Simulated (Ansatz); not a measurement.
# Lattice dynamics of CsPbBr3 (Pm-3m), part 2 of 2

Aim: the vibrations of CsPbBr3 (Pm-3m), their spectra, and whether the structure is stable.

Ansatz 0.2.0; DFT PBEsol, scalar-relativistic, plane waves, PAW; PAW set soft_1.

So far. Step 4 (A first phonon run): The highest optical mode at Γ without the field comes at 99.5 cm⁻¹, but the log warns of the mesh: “the force constants stand on the 6×6×6 k-mesh, whose period is 10.20 times the interband length at k = (-0.5000, -0.5000, -0.5000), direct gap 1.438 eV, under 14: take them and everything formed from them as unconverged”. The relaxed cell has a = 5.871 Å (conventional setting).

In doubt: the program warns that the response may not be converged on this k-mesh (step 6), which bears on the force constants and all frequencies.

## 6. Zone-centre response

The zone centre is the only wavevector solved here; it holds the modes that light can see, as far as symmetry allows. The response to a homogeneous field gives the Born charges and the dielectric tensor, and its change with displacement the Raman tensors.

File input.yaml:

```yaml
crystal:
  lattice:
    - [5.8712043682, 0.0, 0.0]
    - [0.0, 5.8712043682, 0.0]
    - [0.0, 0.0, 5.8712043682]
  atoms:
    - { symbol: Cs, position: [0.0, 0.0, 0.0] }
    - { symbol: Pb, position: [0.5, 0.5, 0.5] }
    - { symbol: Br, position: [0.0, 0.5, 0.5] }
    - { symbol: Br, position: [0.5, 0.0, 0.5] }
    - { symbol: Br, position: [0.5, 0.5, 0.0] }
kpoints:
  mp_grid: { grid: [10, 10, 10] }
hamiltonian:
  xc: pbesol
  pseudopotentials: { kind: paw, azcp: { folder: soft_1 }, xc_functional: pbe }
scf:
  occupations: { method: fixed }
output:
  eigenvalues: true
phonons:
  method: dfpt
  dielectric: true
  rigid_motions: translations
  raman: true
```

Started as:

```
$ ansatz run input.yaml --threads 4 --pin off --max-ram 10240MiB --backend cpu --events-out ev --progress --plain --runs-dir out
```

Numbers of over 12 decimals in the logs are rounded to 6 here.

The log of the run:

```text
[...]
Crystal: 5 atoms, lattice volume = 202.387 Å³
Basis set: ecut = 420 eV, 3911 PW (Γ), exchange–correlation on 80×80×80 points (8 copies of the dense FFT grid, shifted against one another)
Bands: 27, of which v1, the nominal top of the filled ones, is band 22 counted from 1 (21 counted from 0)
Symmetry: 48 space group operations
k-points: 312 of 1000 (irreducible under 2 space group operations, time reversal used)
[...]
SCF iter   1: F=—  HF=-25559.908243 eV  |F-HF|=—  |Δ(HF+E_count)|=         —  Δρ=1.95e-2  dr2=2.01e0  ethr=3.10e-3  ⟨swp⟩=4.9  Hψ=35445  notcnv=0  defer=512
[...]
SCF iter  10: F=-25558.870871 eV  HF=-25558.870871 eV  |F-HF|=6.91e-11  |Δ(HF+E_count)|=   2.65e-9  Δρ=8.85e-8  dr2=2.03e-11  ethr=1.00e-12  ⟨swp⟩=15.8  Hψ=65182  notcnv=0
SCF 1 converged in 10 iterations: F = -25558.870871 eV  dr2 = 2.03e-11
[...]
Bands: 23, of which v1, the nominal top of the filled ones, is band 22 counted from 1 (21 counted from 0)
k-points: 56
[...]
Eigensolver: Dense (56 Hₖ)
SCF iter   1: F=—  HF=-25558.859299 eV  |F-HF|=—  |Δ(HF+E_count)|=         —  Δρ=4.99e-5  dr2=1.37e-6  ethr=1.00e-1
[...]
SCF iter   5: F=-25558.859302 eV  HF=-25558.859302 eV  |F-HF|=1.09e-11  |Δ(HF+E_count)|=  8.62e-10  Δρ=6.52e-8  dr2=2.45e-11  ethr=1.42e-12
SCF 1 converged in 5 iterations: F = -25558.859302 eV  dr2 = 2.45e-11
[...]
SCF converged after 10 iterations
Free energy (F): -25558.870871 eV
[...]
Internal energy: -25558.870871 eV  (E = F + TS)
E sigma→0 (E₀):  -25558.870871 eV
Fermi energy:    3.753033 eV
[...]
--- Band table (eV; the first three rows and the last of 312) ---
  k-point 0: bands = [... 18 lower, 1.5854, 1.7051, 1.7051, 1.7051, 6.6357, 7.7784, 7.7784, 8.5206, ... 1 higher]
  k-point 1: bands = [... 18 lower, 1.5734, 1.6924, 1.6924, 1.6954, 6.7383, 7.8399, 7.8582, 8.5545, ... 1 higher]
  k-point 2: bands = [... 18 lower, 1.5394, 1.6618, 1.6618, 1.6957, 7.0237, 8.0093, 8.0806, 8.5247, ... 1 higher]
  k-point 311: bands = [... 18 lower, 2.0811, 2.0811, 2.0811, 3.7530, 5.1924, 5.1924, 5.1924, 8.1483, ... 1 higher]
[...]
ASR residual: 7.031e-5 → 0.000e0 eV/Å²; symmetrization residual: 6.829e-5 eV/Å²
  ASR residual per site (eV/Å²): 7.03e-5 6.17e-5 1.98e-5 1.98e-5 1.98e-5
[...]
ε∞ (high-frequency dielectric tensor):
        4.900930     0.000000    -0.000000
        0.000000     4.900930     0.000000
       -0.000000     0.000000     4.900930
[...]
Born effective charges Z* (e; rows j = field, columns β = displacement):
    site 0:
         1.34186   -0.00000    0.00000
        -0.00000    1.34186    0.00000
         0.00000    0.00000    1.34186
    site 1:
         4.31540    0.00000   -0.00000
        -0.00000    4.31540    0.00000
        -0.00000    0.00000    4.31540
    site 2:
        -4.20124   -0.00000   -0.00000
        -0.00000   -0.72801   -0.00000
         0.00000    0.00000   -0.72801
    site 3:
        -0.72801   -0.00000    0.00000
        -0.00000   -4.20124    0.00000
         0.00000    0.00000   -0.72801
    site 4:
        -0.72801   -0.00000    0.00000
         0.00000   -0.72801    0.00000
         0.00000    0.00000   -4.20124
  Z* charge neutrality: 1.753e-3 e pre-enforcement
[...]
optical modes at Γ without the LO–TO term, one row a degenerate level:
      ω (cm⁻¹)  modes    IR ((D/Å)²/amu)  static Raman (Å⁴/amu)  depolarisation
        -17.28      3             2.0645                 0.0000               —
         13.43      3             0.0000                 0.0000               —
         37.46      3             0.6981                 0.0000               —
        100.07      3            20.6026                 0.0000               —
  optical modes at Γ + LO–TO along q̂ = [1.0000, 0.0000, 0.0000]:
      ω (cm⁻¹)  modes    IR ((D/Å)²/amu)  static Raman (Å⁴/amu)  depolarisation
        -17.28      2             1.3763                 0.0000               —
         13.43      3             0.0000                 0.0000               —
         14.41      1             0.0740                 0.0000               —
         37.46      2             0.4654                 0.0000               —
         40.65      1             0.0537                 0.0000               —
        100.07      2            13.7351                 0.0000               —
        161.27      1             7.6606                 0.0000               —
  optical modes at Γ + LO–TO along q̂ = [0.0000, 1.0000, 0.0000]:
      ω (cm⁻¹)  modes    IR ((D/Å)²/amu)  static Raman (Å⁴/amu)  depolarisation
        -17.28      2             1.3763                 0.0000               —
         13.43      3             0.0000                 0.0000               —
         14.41      1             0.0740                 0.0000               —
         37.46      2             0.4654                 0.0000               —
         40.65      1             0.0537                 0.0000               —
        100.07      2            13.7351                 0.0000               —
        161.27      1             7.6606                 0.0000               —
  optical modes at Γ + LO–TO along q̂ = [0.0000, 0.0000, 1.0000]:
      ω (cm⁻¹)  modes    IR ((D/Å)²/amu)  static Raman (Å⁴/amu)  depolarisation
        -17.28      2             1.3763                 0.0000               —
         13.43      3             0.0000                 0.0000               —
         14.41      1             0.0740                 0.0000               —
         37.46      2             0.4654                 0.0000               —
         40.65      1             0.0537                 0.0000               —
        100.07      2            13.7351                 0.0000               —
        161.27      1             7.6606                 0.0000               —
```

The job ended after 11 min (4 threads of Arm Neoverse V1, shared host; peak memory 6.6 GiB).

This step gave:

| Item | Value |
| --- | --- |
| sum-rule residual before enforcement | 7.03e-5 eV/Å² |
| miss of the charge sum rule | 0.001753 e |
| estimated error of the dielectric tensor | 0.02121 |
| estimated error of the Born charges | 0.04252 e |
| highest optical mode at the zone centre (no LO-TO term) | 100.1 cm⁻¹ |
| lowest optical zone-centre mode | -17.28 cm⁻¹ |
| mean high-frequency dielectric constant | 4.901 |
| top of the zone-centre spectrum with the field | 161.3 cm⁻¹ |

Without the LO-TO term. Patterns of degenerate modes are one choice out of their space. The modes at Γ (shares of kinetic energy by element, %) (negative means imaginary):

```tsv
mode	frequency (cm⁻¹)	symmetry	Cs %	Pb %	Br %
1	-17.3	T1u	66	1	33
2	-17.3	T1u	66	1	33
3	-17.3	T1u	66	1	33
4	0.0	acoustic	23	36	41
5	0.0	acoustic	23	36	41
6	0.0	acoustic	23	36	41
7	13.4	T2u	0	0	100
8	13.4	T2u	0	0	100
9	13.4	T2u	0	0	100
10	37.5	T1u	11	42	47
11	37.5	T1u	11	42	47
12	37.5	T1u	11	42	47
13	100.1	T1u	0	21	79
14	100.1	T1u	0	21	79
15	100.1	T1u	0	21	79
```

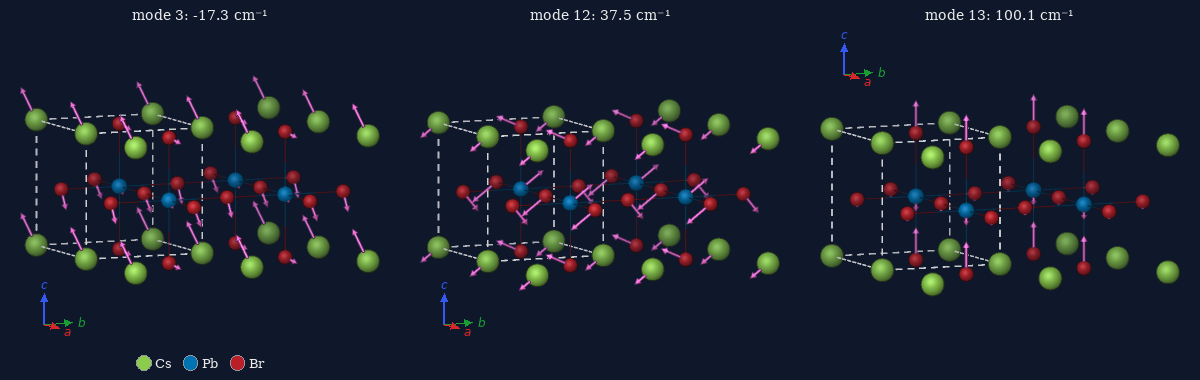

Displacement patterns of modes 3, 12 and 13 at Γ; arrows are exaggerated. 2×2×1 cells are drawn. Some periodic images of atoms are drawn too.

Optical modes at the zone centre, without and with the macroscopic field of the longitudinal modes; each column is sorted by frequency, so a row need not hold one and the same mode. Modes with and without the field, by row:

```tsv
rank among optical modes	no field (cm⁻¹)	q along (1, 0, 0) (cm⁻¹)
1	-17.3	-17.3
2	-17.3	-17.3
3	-17.3	13.4
4	13.4	13.4
5	13.4	13.4
6	13.4	14.4
7	37.5	37.5
8	37.5	37.5
9	37.5	40.6
10	100.1	100.1
11	100.1	100.1
12	100.1	161.3
```

Born charge (rows field, columns displacement) (e), principal values of the symmetric part by kind of site:

```tsv
atom	atoms with these values	low	middle	high	mean
Cs1	1	1.34	1.34	1.34	1.34
Pb2	1	4.32	4.32	4.32	4.32
Br3	3	-4.20	-0.73	-0.73	-1.89
```

In full for Pb2:

```
4.32 0.00 0.00
0.00 4.32 0.00
0.00 0.00 4.32
```

High-frequency dielectric tensor:

```
4.90 0.00 0.00
0.00 4.90 0.00
0.00 0.00 4.90
```

Transverse modes; imaginary modes are left out. Lines of the infrared spectrum (strongest = 100):

```tsv
position (cm⁻¹)	label	relative intensity
13	T2u	0.0
38	T1u	3.4
100	T1u	100
```

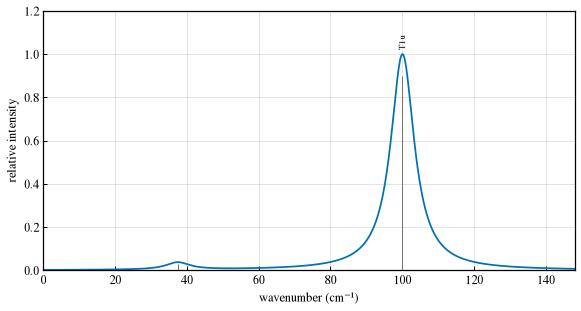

The infrared spectrum, broadened with Lorentzians of width 8 cm⁻¹; bars mark the lines.

Before it was imposed, the acoustic sum rule was missed by 7.0e-5 eV/Å² and the charge sum rule by 0.0018 e. Small misses are needed for a sound result but don't prove that mesh and cutoff are converged. Against the first mesh the highest mode moved by +0.6 cm⁻¹. The lowest optical mode is imaginary, 17.3i cm⁻¹, so the energy falls along it.

The log warns of the k mesh: “the force constants stand on the 10×10×10 k-mesh, whose period is 13.53 times the interband length at k = (-0.5000, -0.5000, -0.5000), direct gap 1.439 eV, under 14: take them and everything formed from them as unconverged”.

## 7. Isotope substitution, element Br, natural mass 79.904 amu

An isotope changes the mass and not the force constants, so no new electronic calculation is needed; the shifts show which modes move this element.

The same force constants with the mass of Br changed from 79.904 to 80.916 u (phonopy, no LO-TO term). Both lists are sorted by frequency; levels can cross, so a row need not hold one and the same mode. Modes under 3 cm⁻¹ are left out. Isotope shifts, by row:

```tsv
q	rank	natural mass (cm⁻¹)	changed mass (cm⁻¹)
0 0 0	1	-17.28	-17.24
0 0 0	2	-17.28	-17.24
0 0 0	3	-17.28	-17.24
0 0 0	7	13.43	13.34
0 0 0	8	13.43	13.34
0 0 0	9	13.43	13.34
0 0 0	10	37.46	37.35
0 0 0	11	37.46	37.35
0 0 0	12	37.46	37.35
0 0 0	13	100.1	99.58
0 0 0	14	100.1	99.58
0 0 0	15	100.1	99.58
```

A mode of this element alone would shift by -0.63 %. The highest zone-centre frequency without the field goes from 100.1 to 99.6 cm⁻¹ (-0.5 %).

## 8. Isotope substitution, element Pb, natural mass 207.2 amu

The same for Pb, from 207.20 to 203.97 u.

A mode of this element alone would shift by +0.79 %. The highest zone-centre frequency without the field goes from 100.1 to 100.2 cm⁻¹ (+0.2 %).

## 9. What came out

```
space group after relaxation (within 0.01 Å)            : Pm-3m
volume per atom                                         : 40.5 Å³
gap on the k-mesh                                       : 1.44 eV
highest optical mode at the zone centre (no LO-TO term) : 100 cm⁻¹
top of the zone-centre spectrum with the field          : 161 cm⁻¹
lowest optical zone-centre mode                         : -17.3 cm⁻¹
mean high-frequency dielectric constant                 : 4.90
largest Born charge (third of the trace)                : 4.32 e
imaginary modes at Γ (the only wavevector solved)       : yes
```

A zone-centre mode is imaginary (17.3i cm⁻¹), so this structure is not a minimum of the energy. Without the field, the optical modes at Γ span -17 to 100 cm⁻¹ (negative means imaginary). No dispersion was computed. The highest mode in this list at Γ, 100.1 cm⁻¹, is mostly motion of Br (79 % of the kinetic energy). With the macroscopic field of the longitudinal modes the top of the zone-centre spectrum lies at 161 cm⁻¹, against 100 cm⁻¹ without it. Among the real modes, the strongest infrared line is at 100 cm⁻¹. With the field response the log warns that the k mesh is coarse for the force constants too, so the frequencies may not be converged. Spin-orbit coupling is left out, which can matter for the heavy elements here. The PAW files were made for PBE and serve the other functionals too. These are harmonic frequencies at zero temperature: anharmonic shifts, linewidths and thermal expansion are left out.

[Logs are printed without paths, hosts, clocks, repeated set-up lines and the standing remarks that a program may print on its own settings, such as how far it seeks lower states.]

[Hosts, paths, dates, database ids (printed as entryN), source tags and the programs' standing remarks are cut or masked in the printed files.]
